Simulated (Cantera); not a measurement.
A closed system holds: 1 mol SF6, 0.084 mol H2O, 1 mol N2, held at 310 Pa.

Method: chemical equilibrium by Gibbs-energy minimisation in Cantera with the NASA 1993 tables (ideal gas, pure condensed phases). Candidate condensed phases: H2O, H2SO4, S; 62 gas species. The tables' values for SOF2, SF3, S2F2 (SSF2), FS2F (FSSF) are old estimates; treat these amounts as uncertain. Rates play no part.

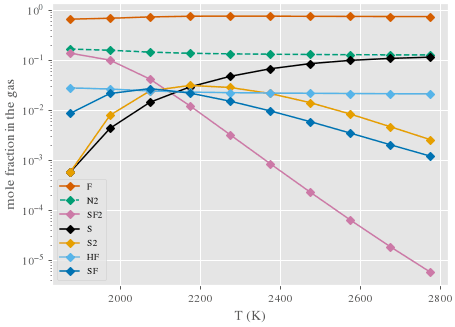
Equilibrium gas composition (values under 1e-9 drawn at 1e-9)

Question: Read off the mole fractions at 1875 K.

Answer: F about 0.65, N2 about 0.16, SF2 about 0.14, HF about 0.027, SF about 0.0085, S about 0.00057, S2 about 0.00056.
